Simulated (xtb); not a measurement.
Frequency calculation, with input and output: C2H3F3 (part 1 of 2)

System: C2H3F3.
Method: GFN2-xTB (xtb 6.7.1 later snapshot).

The geometry was optimised with GFN2-xTB.

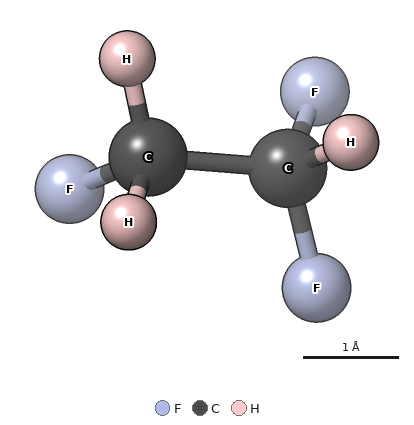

Figure 1. The input geometry (ball-and-stick view, seen at a tilt). Bond lengths as drawn: C–C 1.53 Å, C–F 1.35 to 1.36 Å and C–H 1.09 to 1.10 Å.

### Key numbers

- outcome: converged
- electrons treated: 32
- total energy: −19.997649 hartree
- dispersion energy: −0.002793 hartree
- basis functions: 23
- HOMO: −12.91 eV
- LUMO: −0.10 eV
- zero-point energy: 0.050391 hartree
- dipole moment: 4.10 D
- wavenumbers, lowest and highest: 82 and 2967 cm⁻¹
- hardware: 1 thread of Arm Neoverse V2, 24 GiB of memory available, shared host
- wall time: 1.1 s
- peak memory: 0.073 GiB

### Input file (struc.xyz)
```
8

F     -0.96897     1.47707     0.06984
C      0.09393     0.68707     0.38739
C     -0.00977    -0.67945    -0.29141
F     -1.13291    -1.32845     0.07955
F     -0.04884    -0.55920    -1.63465
H      0.09770     0.55588     1.47414
H      1.00062     1.19669     0.04613
H      0.85304    -1.31501    -0.03098
```

Launched with:
```bash
xtb struc.xyz --ptb -c 0 --hess --raman > run.log
```

### The program's output
```
* xtb version 6.7.1
   ID    Z sym.   atoms
    1    9 F      1, 4, 5
    2    6 C      2, 3
    3    1 H      6-8

           -------------------------------------------------
          |                Calculation Setup                |
           -------------------------------------------------

          program call               : xtb struc.xyz --ptb -c 0 --hess --raman
          coordinate file            : struc.xyz
          omp threads                :                     1

           -------------------------------------------------
          |                 G F N 2 - x T B                 |
           -------------------------------------------------

      * Hamiltonian:
        H0-scaling (s, p, d)           1.850000    2.230000    2.230000
        zeta-weighting                 0.500000
      * Dispersion:
        s8                             2.700000
        a1                             0.520000
        a2                             5.000000
        s9                             5.000000
      * Repulsion:
        kExp                           1.500000    1.000000
        rExp                           1.000000
      * Coulomb:
        alpha                          2.000000
        third order                    shell-resolved
        anisotropic                    true
        a3                             3.000000
        a5                             4.000000
        cn-shift                       1.200000
        cn-exp                         4.000000
        max-rad                        5.000000

          ...................................................
          :                      SETUP                      :
          :.................................................:
          :  # basis functions                  23          :
          :  # atomic orbitals                  23          :
          :  # shells                           13          :
          :  # electrons                        32          :
          :  max. iterations                   250          :
          :  Hamiltonian                  GFN2-xTB          :
          :  restarted?                      false          :
          :  GBSA solvation                  false          :
          :  PC potential                    false          :
          :  electronic temp.          300.0000000     K    :
          :  accuracy                    1.0000000          :
          :  -> integral cutoff          0.2500000E+02      :
          :  -> integral neglect         0.1000000E-07      :
          :  -> SCF convergence          0.1000000E-05 Eh   :
          :  -> wf. convergence          0.1000000E-03 e    :
          :  Broyden damping             0.4000000          :
          :  net charge                          0          :
          :  unpaired electrons                  0          :
          ...................................................

 iter      E             dE          RMSdq      gap      omega  full diag
   1    -20.0461752 -0.200462E+02  0.481E+00   13.02       0.0  T
   2    -20.0858287 -0.396535E-01  0.246E+00   12.66       1.0  T
   3    -20.0867944 -0.965717E-03  0.113E+00   12.76       1.0  T
   4    -20.0871763 -0.381890E-03  0.139E-01   12.81       1.0  T
   5    -20.0871960 -0.196405E-04  0.702E-02   12.80       1.0  T
   6    -20.0871974 -0.146530E-05  0.957E-03   12.81       3.7  T
   7    -20.0871975 -0.514567E-07  0.238E-03   12.81      14.9  T
   8    -20.0871975 -0.631887E-08  0.758E-04   12.81      46.6  T
   9    -20.0871975 -0.401677E-09  0.726E-05   12.81     486.9  T

   *** convergence criteria satisfied after 9 iterations ***

         #    Occupation            Energy/Eh            Energy/eV
      -------------------------------------------------------------
         1        2.0000           -0.8641990             -23.5161
       ...           ...                  ...                  ...
        10        2.0000           -0.5691606             -15.4876
        11        2.0000           -0.5321951             -14.4818
        12        2.0000           -0.5311374             -14.4530
        13        2.0000           -0.5240111             -14.2591
        14        2.0000           -0.5084560             -13.8358
        15        2.0000           -0.4870992             -13.2546
        16        2.0000           -0.4745503             -12.9132 (HOMO)
        17                         -0.0038320              -0.1043 (LUMO)
        18                          0.0215218               0.5856
        19                          0.0314739               0.8564
        20                          0.0962281               2.6185
        21                          0.1063059               2.8927
       ...                                ...                  ...
        23                          0.1884287               5.1274
      -------------------------------------------------------------
                  HL-Gap            0.4707183 Eh           12.8089 eV
             Fermi-level           -0.2391911 Eh           -6.5087 eV

 SCC (total)                   0 d,  0 h,  0 min,  0.002 sec
 SCC setup                      ...        0 min,  0.000 sec (  2.155%)
 Dispersion                     ...        0 min,  0.000 sec (  0.968%)
 classical contributions        ...        0 min,  0.000 sec (  0.194%)
 integral evaluation            ...        0 min,  0.000 sec ( 13.753%)
 iterations                     ...        0 min,  0.001 sec ( 54.320%)
 molecular gradient             ...        0 min,  0.001 sec ( 25.117%)
 printout                       ...        0 min,  0.000 sec (  3.148%)

         :::::::::::::::::::::::::::::::::::::::::::::::::::::
         ::                     SUMMARY                     ::
         :::::::::::::::::::::::::::::::::::::::::::::::::::::
         :: total energy             -19.997649293687 Eh    ::
         :: gradient norm              0.000048580484 Eh/a0 ::
         :: HOMO-LUMO gap             12.808898120208 eV    ::
         ::.................................................::
         :: SCC energy               -20.087197001366 Eh    ::
         :: -> isotropic ES            0.040395001072 Eh    ::
         :: -> anisotropic ES          0.002529493332 Eh    ::
         :: -> anisotropic XC         -0.015722372718 Eh    ::
         :: -> dispersion             -0.002792973175 Eh    ::
         :: repulsion energy           0.089547707680 Eh    ::
         :: add. restraining           0.000000000000 Eh    ::
         :: total charge               0.000000000000 e     ::
         :::::::::::::::::::::::::::::::::::::::::::::::::::::

           -------------------------------------------------
          |                Numerical Hessian                |
           -------------------------------------------------
step length          :   0.00500
SCC accuracy         :   0.30000
Hessian scale factor :   1.00000
frozen atoms in %    :   0.00000    0
RMS gradient         :   0.00005
estimated CPU  time      0.00 min
Hessian matrix computed using GFN2-xTB.

           -------------------------------------------------
          |                      P T B                      |
           -------------------------------------------------

                              @@@ @

Calculating vibrational intensities using PTB ...
estimated CPU  time      0.02 min
... done.

writing file <hessian>, containing the non-mass-weighted Hessian matrix in atomic units (Eₕ/Bohr²).

 projected vibrational frequencies (cm⁻¹)
eigval :       -0.00    -0.00     0.00     0.00     0.00     0.00
eigval :       82.40   218.22   331.34   466.61   700.24   869.66
eigval :      908.44  1064.11  1081.23  1129.04  1207.19  1267.50
eigval :     1273.77  1303.45  1404.71  2881.50  2963.05  2966.59
           -------------------------------------------------
          |                Property Printout                |
           -------------------------------------------------

    * Orbital Energies and Occupations

         #    Occupation            Energy/Eh            Energy/eV
      -------------------------------------------------------------
         1        2.0000           -0.8641990             -23.5161
       ...           ...                  ...                  ...
         4        2.0000           -0.6974418             -18.9784
         5        2.0000           -0.6467457             -17.5988
         6        2.0000           -0.6196709             -16.8621
         7        2.0000           -0.6088939             -16.5688
         8        2.0000           -0.6000641             -16.3286
         9        2.0000           -0.5724159             -15.5762
        10        2.0000           -0.5691608             -15.4877
        11        2.0000           -0.5321949             -14.4818
        12        2.0000           -0.5311373             -14.4530
        13        2.0000           -0.5240109             -14.2591
        14        2.0000           -0.5084559             -13.8358
        15        2.0000           -0.4870993             -13.2546
        16        2.0000           -0.4745503             -12.9132 (HOMO)
        17                         -0.0038321              -0.1043 (LUMO)
        18                          0.0215213               0.5856
        19                          0.0314736               0.8564
        20                          0.0962278               2.6185
        21                          0.1063056               2.8927
        22                          0.1560674               4.2468
        23                          0.1884283               5.1274
      -------------------------------------------------------------
                  HL-Gap            0.4707182 Eh           12.8089 eV
             Fermi-level           -0.2391912 Eh           -6.5087 eV

     #   Z          covCN         q      C6AA      α(0)
     1   9          0.784    -0.214    11.380     3.985
     2   6          3.608     0.092    19.559     6.389
     3   6          3.466     0.301    17.799     6.341
     4   9          0.787    -0.206    11.294     3.970
     5   9          0.787    -0.206    11.295     3.970
     6   1          0.924     0.083     1.952     2.185
     7   1          0.924     0.083     1.952     2.185
     8   1          0.923     0.067     2.118     2.276

 Mol. C6AA /au·bohr⁶  :        520.649990
Molecule has the following symmetry elements: (sigma)
It seems to be the Cs point group
 Mol. C8AA /au·bohr⁸  :      10469.343676
 Mol. α(0) /au        :         31.299960

Wiberg/Mayer (AO) data.
largest (>0.10) Wiberg bond orders for each atom
```
